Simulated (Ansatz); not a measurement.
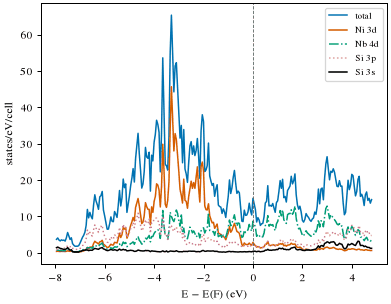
Fig. 1. Total and projected density of states of Nb$_{4}$Si$_{7}$Ni$_{4}$ in space group I4/mmm (No. 139; Pearson symbol tI60), plane-wave PAW r²SCAN (Ansatz code)

### Question
Which orbitals carry the states next to the Fermi level?

### Answer
Within 0.5 eV of the Fermi level: Nb 4d 55 %, Ni 3d 20 %, Si 3p 17 %. Projections are on Löwdin-orthogonalised atomic valence shells; empty p or d shells of many metals are not among them.

### Question
Where is the tallest occupied peak in this window, and what makes it?

### Answer
Near -3.3 eV, about 65 states/eV per cell; the largest projected share is Ni 3d.

The workflow started from a Materials Project entry (that database holds measured and hypothetical structures alike); the Crystallography Open Database copy checked does not list it. Its standing as an ambient phase is unchecked. Symmetry was held in the r²SCAN relaxation; its stability against distortions is not shown here. The run is not spin-polarised. Scalar-relativistic: spin–orbit coupling is off unless named, which matters more the heavier the elements.

Potentials: the later of the program's two PAW sets.
